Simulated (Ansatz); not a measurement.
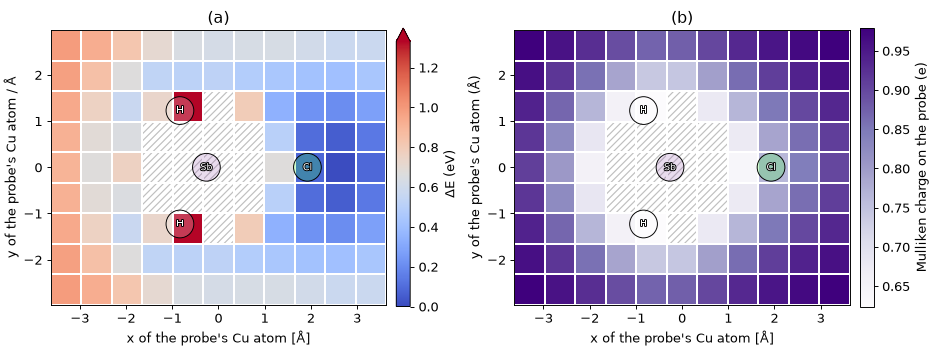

ClH₂Sb (SMILES [Cl][SbH2]) with the probe Cu+. 
- The probe is moved over a plane parallel to the molecule's main plane, 2.43 Å above it.
- First axis: x of the probe's Cu atom. Second axis: y of the probe's Cu atom.
- Nothing is relaxed (molecule and probe rigid).
- The scan uses an 11 × 9 grid; 46 points were computed and 39 follow by symmetry. At 14 points there is no value (left out of the scan, as a rule where atoms come close).
- Points are written as (first, second).
- Energies are in eV, from the lowest grid point.
- The calculation used RHF/def2-TZVP (Ansatz 0.2.0).

Panel (a) is the energy; panel (b) is the computed Mulliken charge on the probe, in e.

In the figure: one coloured cell a grid point, labelled circles for the molecule's atoms, projected on the plane, one colour for all values above the top of the scale, hatched blanks where no value was computed.

### How does the Mulliken charge on the probe vary over the map, and what is it at the lowest grid point?

Leaving out the highest fifth of the energies, it runs from 0.64 e at (1.32 Å, 0.00 Å) [nearest 1 Sb at 2.32 Å] to 0.98 e at (3.30 Å, −2.64 Å) [nearest 1 Cl at 3.94 Å]. At the lowest grid point, (2.64 Å, 0.00 Å) [nearest 1 Cl at 2.68 Å], it is 0.84 e.

```csv
"y of the probe's Cu atom ↓, x of the probe's Cu atom →",−3.30,−2.64,−1.98,−1.32,−0.66,0.00,0.66,1.32,1.98,2.64,3.30
2.64,0.98,0.96,0.93,0.89,0.87,0.88,0.90,0.93,0.95,0.97,0.98
1.98,0.96,0.92,0.86,0.79,0.74,0.74,0.80,0.86,0.91,0.94,0.96
1.32,0.94,0.87,0.77,0.66,0.62,–,0.68,0.77,0.85,0.90,0.93
0.66,0.92,0.82,0.69,–,–,–,–,0.68,0.79,0.86,0.91
0.00,0.91,0.81,0.66,–,–,–,–,0.64,0.76,0.84,0.90
−0.66,0.92,0.82,0.69,–,–,–,–,0.68,0.79,0.86,0.91
−1.32,0.94,0.87,0.77,0.66,0.62,–,0.68,0.77,0.85,0.90,0.93
−1.98,0.96,0.92,0.86,0.79,0.74,0.74,0.80,0.86,0.91,0.94,0.96
−2.64,0.98,0.96,0.93,0.89,0.87,0.88,0.90,0.93,0.95,0.97,0.98
```
